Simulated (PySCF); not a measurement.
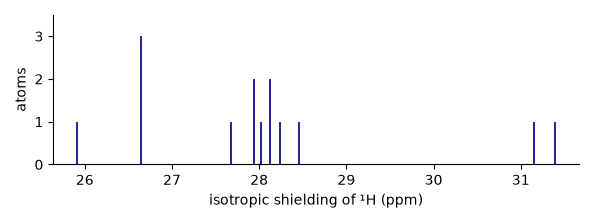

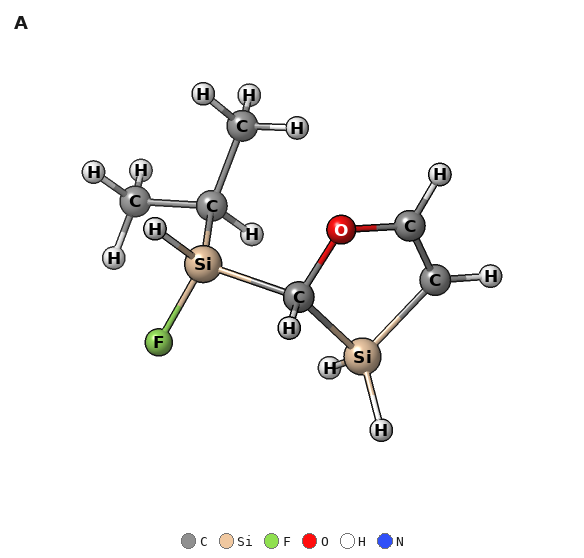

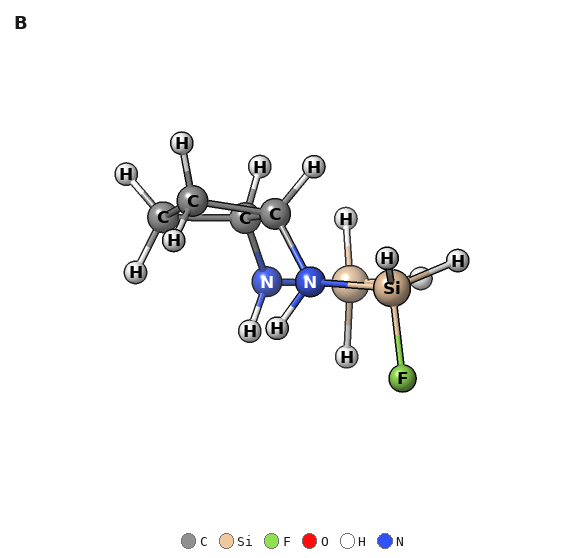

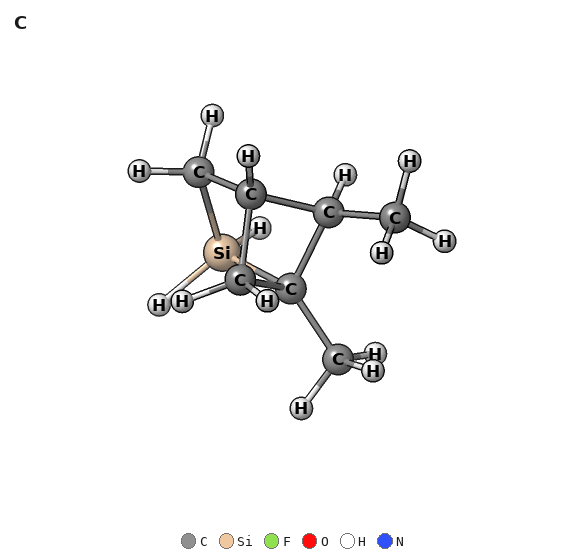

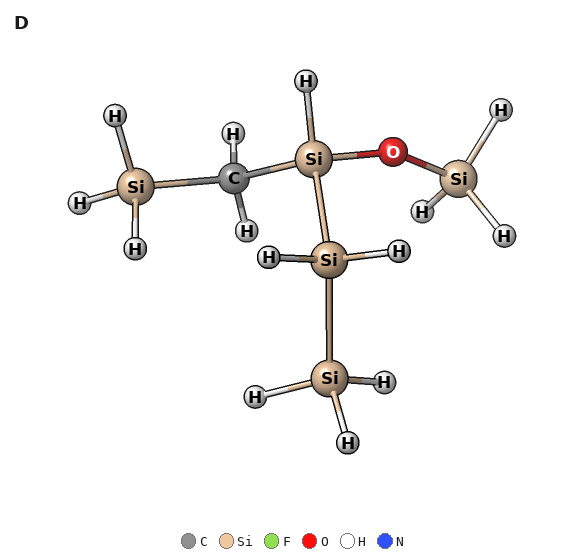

The sticks are computed shieldings of one of the molecules, for one fixed geometry (GFN2-xTB) without averaging over rotations. Low shielding means a high chemical shift. Method: GIAO PBE0/pcSseg-1 NMR shielding, non-relativistic, gas phase (PySCF 2.14.0).

> Which molecule gives this pattern?

D, `[SiH3]C[Si@H](O[SiH3])[SiH2][SiH3]`. Its 14 H atoms give lines at 25.91, 26.64 (3 atoms), 27.67, 27.94 (2 atoms), 28.02, 28.13 (2 atoms), 28.24, 28.45, 31.16, 31.39 ppm.

The geometry is semi-empirical. Around Si such bond lengths and angles can be off by a tenth of an ångström or more and by several degrees, and values that hang on the shape move with them.
